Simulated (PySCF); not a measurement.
# C₂H₆AlFO₂: NMR shifts at several levels of theory

Aim: compute the NMR shifts of C₂H₆AlFO₂ (`C[O][Al]([F])[O]C`) at several levels, and see how far they spread and what each costs.

Programs: PySCF 2.14.0, with density-fitted response routines of our own. Each step states its level of theory. These are calculated values for one molecule in the gas phase, unless marked as measured. Atoms are numbered from 0 throughout.

## Step 1: Starting geometry

12 atoms, charge 0, multiplicity 1; geometry from: PBE0-D3(BJ)/def2-SVP.

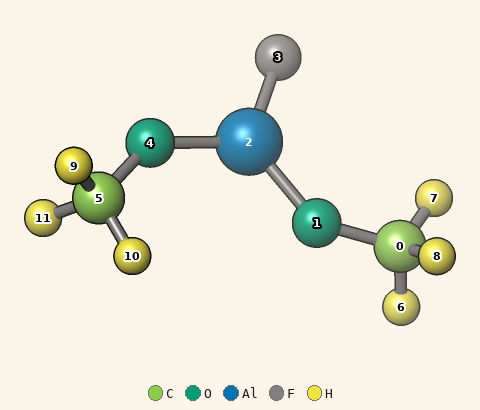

As it starts; carbon green, oxygen teal, aluminium blue, fluorine grey, hydrogen yellow, atoms numbered.

## Step 2: NMR shieldings: PBE0/6-31G*

The job: settings as JSON, then the geometry in Å.

```
{"job": {"kind": "nmr", "xc": "PBE0", "basis": "6-31G*", "pop": true}, "charge": 0, "multiplicity": 1}
C     -2.390277    -0.675446     0.371287
O     -1.049234    -0.332532     0.250043
Al    -0.069471     1.031057     0.261390
F     -0.711120     2.536723     0.511881
O      1.585174     0.917843     0.015525
C      2.535697    -0.077771    -0.175575
H     -2.536840    -1.375867     1.212164
H     -3.044386     0.198367     0.545765
H     -2.745679    -1.181517    -0.543618
H      3.118664     0.118454    -1.092387
H      2.091786    -1.085789    -0.268864
H      3.248401    -0.101616     0.667742
```

With the program's defaults for keys left out, this is: GIAO PBE0/6-31G* NMR shielding, non-relativistic, gas phase.

The run is started by

```
$ OMP_NUM_THREADS=1 python probes_run.py task.json out
```

This one command runs all jobs of the session in turn.

Standard output:

```text
coarse grid: 10776 points
cycle   1  E = -572.0269294450  dE =  5.117e-01  |g| = 1.074e+00  |ddm| = 3.038e+00
cycle   2  E = -571.7372531048  dE =  2.897e-01  |g| = 1.650e+00  |ddm| = 1.876e+00
cycle   3  E = -572.2390414288  dE = -5.018e-01  |g| = 7.466e-02  |ddm| = 1.180e+00
cycle   4  E = -572.2395885907  dE = -5.472e-04  |g| = 5.596e-02  |ddm| = 7.844e-02
cycle   5  E = -572.2401019733  dE = -5.134e-04  |g| = 6.960e-03  |ddm| = 3.588e-02
cycle   6  E = -572.2401108032  dE = -8.830e-06  |g| = 1.149e-03  |ddm| = 5.711e-03
final grid: 100560 points
cycle   7  E = -572.1974124657  dE = -9.504e-06  |g| = 9.752e-03  |ddm| = 1.422e-02
cycle   8  E = -572.1973941155  dE =  1.835e-05  |g| = 1.407e-02  |ddm| = 1.423e-02
cycle   9  E = -572.1974308532  dE = -3.674e-05  |g| = 1.024e-03  |ddm| = 8.646e-03
cycle  10  E = -572.1974310944  dE = -2.412e-07  |g| = 1.054e-04  |ddm| = 8.357e-04
cycle  11  E = -572.1974310959  dE = -1.490e-09  |g| = 6.424e-05  |ddm| = 1.071e-04
cycle  12  E = -572.1974310965  dE = -6.155e-10  |g| = 1.624e-05  |ddm| = 4.711e-05
converged SCF energy = -572.1974310965

GIAO shielding tensors (ppm)
atom      isotropic    diamagn.    paramagn.     s11        s22        s33       span
  0 C      142.558     239.624     -97.066    116.483    120.620    190.570     74.087
  1 O      334.904     391.929     -57.025    286.484    349.288    368.940     82.456
  2 Al     533.250     796.672    -263.421    472.468    546.980    580.303    107.835
  3 F      379.501     467.269     -87.768    325.053    356.000    457.448    132.395
  4 O      336.528     386.262     -49.734    287.018    347.374    375.192     88.173
  5 C      142.383     241.639     -99.256    116.921    119.928    190.298     73.377
  6 H       28.253      27.400       0.852     24.178     26.083     34.497     10.319
  7 H       28.064      27.257       0.807     23.254     26.664     34.274     11.019
  8 H       28.246      27.523       0.722     24.157     26.081     34.500     10.343
  9 H       28.302      27.710       0.592     24.305     26.062     34.539     10.234
 10 H       28.117      29.122      -1.005     23.111     27.208     34.033     10.923
 11 H       28.279      27.674       0.605     24.301     26.007     34.530     10.229
```

It took 7.4 s on 1 thread of Arm Neoverse V2, shared host; peak memory 0.53 GiB.

Shifts follow as δ = σ(reference) − σ, with reference shieldings (ppm) from runs at the same level and on the same kind of geometry: 1H TMS 31.96, 13C TMS 194.1, 19F CFCl3 198.9, 17O H2O 324.2, 27Al AlH4- 535.8. The references are single molecules in the gas phase, so shifts against H2O, NH3, PH3, H3PO4 or CFCl3 are not on the usual liquid scales and can be off by tens of ppm. Shifts against hydride references such as AlH4− lie on their own scale. Atoms listed in one row are averaged.

```tsv
atoms	environment	σ (ppm)	δ (ppm)
C0, C5	methyl carbon bonded to O	142.5	51.7
H6, H7, H8, H9, H10, H11	hydrogen on a methyl carbon bonded to O	28.21	3.75
O1, O4	oxygen bonded to C, Al	335.7	-11.5
Al2	aluminium bonded to F, 2 O	533.3	2.5
F3	fluorine bonded to Al	379.5	-180.6
```

Charges from the same density, by scheme (e):

```tsv
atoms	Mulliken	IAO	Hirshfeld	ESP fit
C0, C5	-0.24	-0.18	-0.01	-0.04
O1, O4	-0.60	-0.66	-0.31	-0.57
Al2	1.16	1.46	0.71	1.28
F3	-0.47	-0.56	-0.30	-0.46
```

Mulliken charges:

```tsv
atom	value (e)
C0	-0.24
O1	-0.60
Al2	1.16
F3	-0.47
O4	-0.60
C5	-0.24
H6	0.17
H7	0.16
H8	0.17
H9	0.17
H10	0.16
H11	0.17
```

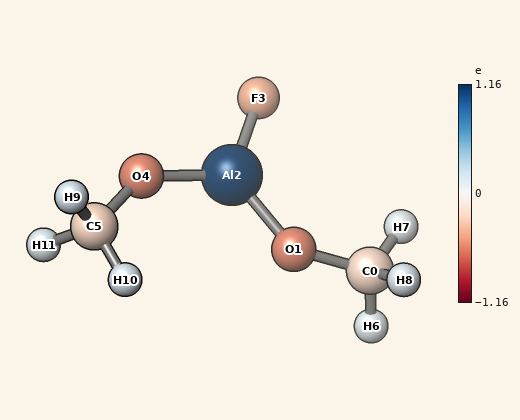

Mulliken charges, as colours on the atoms.

Mayer bond orders: C0–O1 0.92, O1–Al2 1.02, Al2–F3 0.93, Al2–O4 1.03, O4–C5 0.92.

## Step 3: Shielding tensors: PBE0/6-311+G(2d,p)

The job, as its differences from that of step 2:

```diff
@@ -1,2 +1,2 @@
-{"job": {"kind": "nmr", "xc": "PBE0", "basis": "6-31G*", "pop": true}, "charge": 0, "multiplicity": 1}
+{"job": {"kind": "nmr", "xc": "PBE0", "basis": "6-311+G(2d,p)", "pop": true}, "charge": 0, "multiplicity": 1}
 C     -2.390277    -0.675446     0.371287
```

Method: GIAO PBE0/6-311+G(2d,p) NMR shielding, non-relativistic, gas phase.

Standard output:

```text
coarse grid: 10776 points
cycle   1  E = -572.1174152848  dE =  4.892e-01  |g| = 1.114e+00  |ddm| = 2.772e+00
cycle   2  E = -571.7408739423  dE =  3.765e-01  |g| = 1.840e+00  |ddm| = 1.600e+00
cycle   3  E = -572.3305682401  dE = -5.897e-01  |g| = 8.257e-02  |ddm| = 1.057e+00
cycle   4  E = -572.3311130134  dE = -5.448e-04  |g| = 6.685e-02  |ddm| = 7.503e-02
cycle   5  E = -572.3317712205  dE = -6.582e-04  |g| = 1.047e-02  |ddm| = 3.300e-02
cycle   6  E = -572.3317869321  dE = -1.571e-05  |g| = 1.325e-03  |ddm| = 6.405e-03
cycle   7  E = -572.3317872438  dE = -3.117e-07  |g| = 6.765e-04  |ddm| = 1.237e-03
final grid: 100560 points
cycle   8  E = -572.3464981443  dE = -4.717e-05  |g| = 1.265e-02  |ddm| = 2.642e-02
cycle   9  E = -572.3464672117  dE =  3.093e-05  |g| = 1.838e-02  |ddm| = 1.386e-02
cycle  10  E = -572.3465245879  dE = -5.738e-05  |g| = 1.735e-03  |ddm| = 8.912e-03
cycle  11  E = -572.3465251992  dE = -6.114e-07  |g| = 2.361e-04  |ddm| = 1.078e-03
cycle  12  E = -572.3465252105  dE = -1.131e-08  |g| = 7.887e-05  |ddm| = 1.825e-04
cycle  13  E = -572.3465252114  dE = -8.291e-10  |g| = 2.744e-05  |ddm| = 4.618e-05
converged SCF energy = -572.3465252114

GIAO shielding tensors (ppm)
atom      isotropic    diamagn.    paramagn.     s11        s22        s33       span
  0 C      134.041     236.813    -102.772    105.624    109.410    187.089     81.466
  1 O      333.141     406.735     -73.595    295.853    345.529    358.040     62.186
  2 Al     497.459     787.127    -289.667    423.627    512.424    556.327    132.700
  3 F      396.563     480.493     -83.930    363.306    371.022    455.360     92.054
  4 O      336.348     403.623     -67.275    298.867    343.933    366.242     67.374
  5 C      134.018     239.746    -105.728    106.136    108.961    186.956     80.820
  6 H       27.796      27.937      -0.141     23.731     25.468     34.189     10.458
  7 H       27.579      27.359       0.220     22.936     25.855     33.946     11.010
  8 H       27.788      27.996      -0.208     23.707     25.468     34.188     10.482
  9 H       27.857      28.644      -0.787     23.895     25.443     34.234     10.339
 10 H       27.671      28.518      -0.847     22.885     26.439     33.689     10.804
 11 H       27.829      28.566      -0.737     23.861     25.402     34.223     10.362
```

Wall time 20 s (1 thread of Arm Neoverse V2, shared host); peak memory 0.94 GiB.

Key values: δ C0 52.4, O1 -8.2, Al2 -5.0, F3 -221.8, H6 3.76 ppm (means over like atoms).

## Step 4: NMR shieldings: PBE0/def2-SVP

The job, as its differences from that of step 3:

```diff
@@ -1,2 +1,2 @@
-{"job": {"kind": "nmr", "xc": "PBE0", "basis": "6-311+G(2d,p)", "pop": true}, "charge": 0, "multiplicity": 1}
+{"job": {"kind": "nmr", "xc": "PBE0", "basis": "def2-SVP", "pop": true}, "charge": 0, "multiplicity": 1}
 C     -2.390277    -0.675446     0.371287
```

With the program's defaults for keys left out, this is: GIAO PBE0/def2-SVP NMR shielding, non-relativistic, gas phase.

Standard output:

```text
coarse grid: 10776 points
cycle   1  E = -571.6018347296  dE =  4.617e-01  |g| = 1.059e+00  |ddm| = 3.446e+00
cycle   2  E = -571.3201533494  dE =  2.817e-01  |g| = 1.627e+00  |ddm| = 1.909e+00
cycle   3  E = -571.8081250465  dE = -4.880e-01  |g| = 7.252e-02  |ddm| = 1.208e+00
cycle   4  E = -571.8086173161  dE = -4.923e-04  |g| = 5.473e-02  |ddm| = 7.863e-02
cycle   5  E = -571.8091135870  dE = -4.963e-04  |g| = 6.882e-03  |ddm| = 3.726e-02
cycle   6  E = -571.8091218824  dE = -8.295e-06  |g| = 6.937e-04  |ddm| = 5.524e-03
final grid: 100560 points
cycle   7  E = -571.8996138187  dE = -1.524e-05  |g| = 1.065e-02  |ddm| = 1.781e-02
cycle   8  E = -571.8995914138  dE =  2.240e-05  |g| = 1.542e-02  |ddm| = 1.616e-02
cycle   9  E = -571.8996353904  dE = -4.398e-05  |g| = 1.106e-03  |ddm| = 9.869e-03
cycle  10  E = -571.8996356718  dE = -2.815e-07  |g| = 1.207e-04  |ddm| = 9.820e-04
cycle  11  E = -571.8996356740  dE = -2.161e-09  |g| = 6.555e-05  |ddm| = 1.190e-04
cycle  12  E = -571.8996356747  dE = -6.601e-10  |g| = 1.517e-05  |ddm| = 4.868e-05
converged SCF energy = -571.8996356747

GIAO shielding tensors (ppm)
atom      isotropic    diamagn.    paramagn.     s11        s22        s33       span
  0 C      143.537     237.254     -93.718    117.550    120.946    192.115     74.565
  1 O      339.401     395.219     -55.818    288.632    356.244    373.326     84.694
  2 Al     528.533     800.362    -271.829    472.738    538.338    574.524    101.786
  3 F      383.998     467.764     -83.766    328.614    362.568    460.811    132.197
  4 O      340.871     393.479     -52.608    288.847    354.628    379.138     90.290
  5 C      143.335     240.132     -96.797    118.018    120.216    191.772     73.754
  6 H       27.809      27.620       0.189     23.643     25.519     34.266     10.623
  7 H       27.663      27.533       0.130     23.003     25.991     33.996     10.992
  8 H       27.803      27.948      -0.145     23.621     25.520     34.268     10.647
  9 H       27.826      27.787       0.039     23.758     25.419     34.301     10.543
 10 H       27.705      30.828      -3.123     22.837     26.617     33.661     10.824
 11 H       27.814      27.706       0.108     23.761     25.393     34.289     10.528
```

Run time: 8.6 s. Hardware: 1 thread of Arm Neoverse V2, shared host; peak memory 0.57 GiB.

In short: δ C0 50.3, O1 2.9, Al2 -12.4, F3 -169.4, H6 3.57 ppm (means over like atoms).

## Step 5: NMR shieldings: PBE0/def2-TZVP

The job, as its differences from that of step 4:

```diff
@@ -1,2 +1,2 @@
-{"job": {"kind": "nmr", "xc": "PBE0", "basis": "def2-SVP", "pop": true}, "charge": 0, "multiplicity": 1}
+{"job": {"kind": "nmr", "xc": "PBE0", "basis": "def2-TZVP", "pop": true}, "charge": 0, "multiplicity": 1}
 C     -2.390277    -0.675446     0.371287
```

With the program's defaults for keys left out, this is: GIAO PBE0/def2-TZVP NMR shielding, non-relativistic, gas phase.

Standard output:

```text
coarse grid: 10776 points
cycle   1  E = -572.1684895136  dE =  4.836e-01  |g| = 1.122e+00  |ddm| = 2.676e+00
cycle   2  E = -571.7996206028  dE =  3.689e-01  |g| = 1.839e+00  |ddm| = 1.572e+00
cycle   3  E = -572.3833257681  dE = -5.837e-01  |g| = 8.054e-02  |ddm| = 1.046e+00
cycle   4  E = -572.3838433751  dE = -5.176e-04  |g| = 6.607e-02  |ddm| = 6.267e-02
cycle   5  E = -572.3844819607  dE = -6.386e-04  |g| = 1.026e-02  |ddm| = 3.036e-02
cycle   6  E = -572.3844974928  dE = -1.553e-05  |g| = 1.312e-03  |ddm| = 5.886e-03
cycle   7  E = -572.3844977954  dE = -3.026e-07  |g| = 6.786e-04  |ddm| = 1.265e-03
final grid: 100560 points
cycle   8  E = -572.3847755859  dE = -5.088e-05  |g| = 1.175e-02  |ddm| = 3.124e-02
cycle   9  E = -572.3847506998  dE =  2.489e-05  |g| = 1.684e-02  |ddm| = 1.190e-02
cycle  10  E = -572.3847991389  dE = -4.844e-05  |g| = 1.620e-03  |ddm| = 7.580e-03
cycle  11  E = -572.3847996685  dE = -5.296e-07  |g| = 1.852e-04  |ddm| = 9.880e-04
cycle  12  E = -572.3847996754  dE = -6.967e-09  |g| = 6.788e-05  |ddm| = 1.455e-04
cycle  13  E = -572.3847996760  dE = -6.078e-10  |g| = 2.707e-05  |ddm| = 4.168e-05
converged SCF energy = -572.3847996760

GIAO shielding tensors (ppm)
atom      isotropic    diamagn.    paramagn.     s11        s22        s33       span
  0 C      133.425     240.038    -106.613    104.572    108.782    186.920     82.348
  1 O      331.590     383.057     -51.467    289.751    345.722    359.298     69.548
  2 Al     496.721     801.336    -304.615    423.493    511.627    555.043    131.550
  3 F      384.764     462.565     -77.801    339.786    359.740    454.766    114.980
  4 O      334.418     377.044     -42.626    292.179    344.192    366.885     74.706
  5 C      133.340     242.609    -109.269    105.041    108.259    186.719     81.678
  6 H       27.770      27.779      -0.009     23.738     25.436     34.136     10.398
  7 H       27.600      27.614      -0.014     23.136     25.793     33.870     10.735
  8 H       27.764      27.952      -0.187     23.722     25.434     34.136     10.414
  9 H       27.827      28.324      -0.497     23.883     25.425     34.173     10.290
 10 H       27.690      29.856      -2.166     23.083     26.374     33.612     10.529
 11 H       27.809      28.296      -0.487     23.887     25.374     34.164     10.277
```

Run time: 23 s. Hardware: 1 thread of Arm Neoverse V2, shared host; peak memory 0.93 GiB.

In short: δ C0 53.3, O1 -0.4, Al2 -8.3, F3 -205.9, H6 3.74 ppm (means over like atoms).

## Step 6: Shielding tensors: PBE0/cc-pVDZ

The job, as its differences from that of step 5:

```diff
@@ -1,2 +1,2 @@
-{"job": {"kind": "nmr", "xc": "PBE0", "basis": "def2-TZVP", "pop": true}, "charge": 0, "multiplicity": 1}
+{"job": {"kind": "nmr", "xc": "PBE0", "basis": "cc-pVDZ", "pop": true}, "charge": 0, "multiplicity": 1}
 C     -2.390277    -0.675446     0.371287
```

With the program's defaults for keys left out, this is: GIAO PBE0/cc-pVDZ NMR shielding, non-relativistic, gas phase.

Standard output:

```text
coarse grid: 10776 points
cycle   1  E = -572.0057410602  dE =  5.611e-01  |g| = 1.065e+00  |ddm| = 6.017e+00
cycle   2  E = -571.6938982197  dE =  3.118e-01  |g| = 1.682e+00  |ddm| = 3.643e+00
cycle   3  E = -572.2162400865  dE = -5.223e-01  |g| = 7.264e-02  |ddm| = 2.180e+00
cycle   4  E = -572.2166824655  dE = -4.424e-04  |g| = 5.873e-02  |ddm| = 1.595e-01
cycle   5  E = -572.2172555988  dE = -5.731e-04  |g| = 6.863e-03  |ddm| = 7.540e-02
cycle   6  E = -572.2172637226  dE = -8.124e-06  |g| = 1.032e-03  |ddm| = 1.034e-02
final grid: 100560 points
cycle   7  E = -572.2255759411  dE = -1.338e-05  |g| = 9.958e-03  |ddm| = 4.193e-02
cycle   8  E = -572.2255565959  dE =  1.935e-05  |g| = 1.440e-02  |ddm| = 2.923e-02
cycle   9  E = -572.2255949062  dE = -3.831e-05  |g| = 1.184e-03  |ddm| = 1.705e-02
cycle  10  E = -572.2255952257  dE = -3.195e-07  |g| = 1.265e-04  |ddm| = 2.008e-03
cycle  11  E = -572.2255952281  dE = -2.428e-09  |g| = 7.006e-05  |ddm| = 2.652e-04
cycle  12  E = -572.2255952288  dE = -7.423e-10  |g| = 1.618e-05  |ddm| = 1.082e-04
converged SCF energy = -572.2255952288

GIAO shielding tensors (ppm)
atom      isotropic    diamagn.    paramagn.     s11        s22        s33       span
  0 C      145.582     238.258     -92.676    118.938    122.223    195.586     76.648
  1 O      331.928     390.234     -58.306    283.120    350.449    362.217     79.097
  2 Al     541.012     800.710    -259.698    481.895    553.462    587.679    105.784
  3 F      380.326     468.957     -88.631    323.551    361.844    455.583    132.032
  4 O      334.172     391.697     -57.525    285.370    347.391    369.756     84.386
  5 C      145.352     240.967     -95.615    119.443    121.290    195.324     75.881
  6 H       27.639      27.680      -0.041     23.417     25.310     34.191     10.773
  7 H       27.422      27.613      -0.191     22.744     25.595     33.928     11.184
  8 H       27.634      27.992      -0.359     23.396     25.311     34.194     10.798
  9 H       27.665      27.702      -0.037     23.562     25.222     34.211     10.649
 10 H       27.480      30.572      -3.092     22.545     26.205     33.688     11.143
 11 H       27.652      27.648       0.005     23.554     25.191     34.213     10.659
```

Wall time 9.3 s (1 thread of Arm Neoverse V2, shared host); peak memory 0.63 GiB.

In short: δ C0 51.3, O1 10.3, Al2 -2.4, F3 -179.4, H6 3.71 ppm (means over like atoms).

## Step 7: Nuclear shieldings: PBE0/cc-pVTZ

The job, as its differences from that of step 6:

```diff
@@ -1,2 +1,2 @@
-{"job": {"kind": "nmr", "xc": "PBE0", "basis": "cc-pVDZ", "pop": true}, "charge": 0, "multiplicity": 1}
+{"job": {"kind": "nmr", "xc": "PBE0", "basis": "cc-pVTZ", "pop": true}, "charge": 0, "multiplicity": 1}
 C     -2.390277    -0.675446     0.371287
```

Level: GIAO PBE0/cc-pVTZ NMR shielding, non-relativistic, gas phase.

Standard output:

```text
coarse grid: 10776 points
cycle   1  E = -572.1555273181  dE =  4.899e-01  |g| = 1.123e+00  |ddm| = 6.608e+00
cycle   2  E = -571.7929969490  dE =  3.625e-01  |g| = 1.836e+00  |ddm| = 3.120e+00
cycle   3  E = -572.3700833661  dE = -5.771e-01  |g| = 8.214e-02  |ddm| = 1.926e+00
cycle   4  E = -572.3706206289  dE = -5.373e-04  |g| = 6.735e-02  |ddm| = 1.467e-01
cycle   5  E = -572.3712723665  dE = -6.517e-04  |g| = 1.006e-02  |ddm| = 7.108e-02
cycle   6  E = -572.3712869370  dE = -1.457e-05  |g| = 1.428e-03  |ddm| = 1.155e-02
cycle   7  E = -572.3712873011  dE = -3.641e-07  |g| = 6.935e-04  |ddm| = 3.168e-03
final grid: 100560 points
cycle   8  E = -572.3660560171  dE = -6.082e-05  |g| = 1.249e-02  |ddm| = 8.126e-02
cycle   9  E = -572.3660281979  dE =  2.782e-05  |g| = 1.793e-02  |ddm| = 3.440e-02
cycle  10  E = -572.3660823935  dE = -5.420e-05  |g| = 1.668e-03  |ddm| = 1.978e-02
cycle  11  E = -572.3660829554  dE = -5.618e-07  |g| = 1.916e-04  |ddm| = 2.432e-03
cycle  12  E = -572.3660829621  dE = -6.707e-09  |g| = 8.434e-05  |ddm| = 3.331e-04
cycle  13  E = -572.3660829630  dE = -8.984e-10  |g| = 2.887e-05  |ddm| = 1.037e-04
converged SCF energy = -572.3660829630

GIAO shielding tensors (ppm)
atom      isotropic    diamagn.    paramagn.     s11        s22        s33       span
  0 C      134.360     236.463    -102.103    106.378    109.998    186.703     80.325
  1 O      333.296     378.629     -45.334    289.960    351.043    358.883     68.924
  2 Al     490.222     805.772    -315.550    411.961    507.103    551.602    139.641
  3 F      384.734     463.752     -79.018    336.822    362.340    455.041    118.220
  4 O      336.134     375.253     -39.119    293.165    348.558    366.678     73.514
  5 C      134.222     239.536    -105.314    106.832    109.391    186.442     79.610
  6 H       27.584      27.933      -0.350     23.496     25.227     34.028     10.532
  7 H       27.400      27.709      -0.309     22.874     25.579     33.748     10.874
  8 H       27.578      28.074      -0.496     23.477     25.226     34.029     10.552
  9 H       27.648      28.338      -0.690     23.661     25.224     34.058     10.397
 10 H       27.503      29.630      -2.128     22.834     26.191     33.484     10.650
 11 H       27.630      28.325      -0.695     23.663     25.178     34.049     10.386
```

It took 32 s on 1 thread of Arm Neoverse V2, shared host; peak memory 0.93 GiB.

In short: δ C0 53.0, O1 0.1, Al2 2.4, F3 -202.1, H6 3.73 ppm (means over like atoms).

## Step 8: Shielding tensors: PBE0/aug-cc-pVDZ

The job, as its differences from that of step 7:

```diff
@@ -1,2 +1,2 @@
-{"job": {"kind": "nmr", "xc": "PBE0", "basis": "cc-pVTZ", "pop": true}, "charge": 0, "multiplicity": 1}
+{"job": {"kind": "nmr", "xc": "PBE0", "basis": "aug-cc-pVDZ", "pop": true}, "charge": 0, "multiplicity": 1}
 C     -2.390277    -0.675446     0.371287
```

Level: GIAO PBE0/aug-cc-pVDZ NMR shielding, non-relativistic, gas phase.

Standard output:

```text
coarse grid: 10776 points
cycle   1  E = -572.0535427660  dE =  5.236e-01  |g| = 1.043e+00  |ddm| = 6.770e+00
cycle   2  E = -571.7082152392  dE =  3.453e-01  |g| = 1.713e+00  |ddm| = 3.674e+00
cycle   3  E = -572.2542956507  dE = -5.461e-01  |g| = 8.046e-02  |ddm| = 2.162e+00
cycle   4  E = -572.2548276309  dE = -5.320e-04  |g| = 6.572e-02  |ddm| = 1.834e-01
cycle   5  E = -572.2555377104  dE = -7.101e-04  |g| = 7.270e-03  |ddm| = 7.999e-02
cycle   6  E = -572.2555467122  dE = -9.002e-06  |g| = 1.286e-03  |ddm| = 1.225e-02
final grid: 100560 points
cycle   7  E = -572.2637931607  dE = -1.582e-05  |g| = 9.756e-03  |ddm| = 6.942e-02
cycle   8  E = -572.2637722890  dE =  2.087e-05  |g| = 1.455e-02  |ddm| = 3.150e-02
cycle   9  E = -572.2638109728  dE = -3.868e-05  |g| = 1.186e-03  |ddm| = 1.792e-02
cycle  10  E = -572.2638112960  dE = -3.233e-07  |g| = 1.371e-04  |ddm| = 2.015e-03
cycle  11  E = -572.2638112992  dE = -3.221e-09  |g| = 7.217e-05  |ddm| = 2.789e-04
cycle  12  E = -572.2638113000  dE = -7.727e-10  |g| = 2.298e-05  |ddm| = 1.096e-04
converged SCF energy = -572.2638113000

GIAO shielding tensors (ppm)
atom      isotropic    diamagn.    paramagn.     s11        s22        s33       span
  0 C      144.102     199.076     -54.973    115.227    120.338    196.742     81.515
  1 O      336.326     378.532     -42.207    295.630    353.121    360.226     64.596
  2 Al     548.496     793.506    -245.009    482.964    561.173    601.352    118.387
  3 F      400.888     457.957     -57.069    363.963    384.401    454.301     90.337
  4 O      339.215     366.840     -27.625    299.242    350.023    368.381     69.140
  5 C      144.090     199.927     -55.837    115.788    119.796    196.687     80.899
  6 H       27.595      28.268      -0.673     23.506     25.279     34.000     10.494
  7 H       27.340      27.698      -0.358     22.650     25.619     33.750     11.100
  8 H       27.585      27.952      -0.367     23.481     25.273     34.000     10.520
  9 H       27.664      27.986      -0.322     23.657     25.292     34.043     10.386
 10 H       27.437      25.449       1.988     22.639     26.184     33.488     10.849
 11 H       27.631      27.869      -0.239     23.635     25.228     34.030     10.395
```

It took 20 s on 1 thread of Arm Neoverse V2, shared host; peak memory 0.91 GiB.

This run: δ C0 51.0, O1 -1.9, Al2 -7.4, F3 -206.7, H6 3.85 ppm (means over like atoms).

(Part 1 of 2 ends here.)
